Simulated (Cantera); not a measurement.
Feed: 1 mol Cu2O, 0.93 mol CH4, 0.45 mol H2, equilibrated at 0.133 bar.

Cantera equilibrium calculation (NASA polynomials, part measured and part estimated; ideal gas, pure solids and liquids). Candidate condensed phases: C, C6H6, C7H8, C8H18, Cu, CuO, Cu(OH)2, Cu2O, H2O; 113 gas species. Rates play no part.

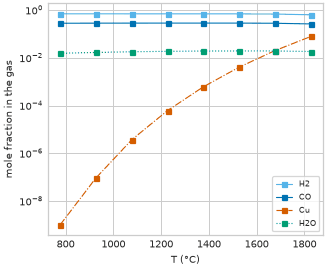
*Equilibrium gas composition (values under 1e-9 drawn at 1e-9)*

From 777 °C to 1077 °C the condensed part is Cu(s). From 1227 °C to 1827 °C the condensed part is Cu(l).
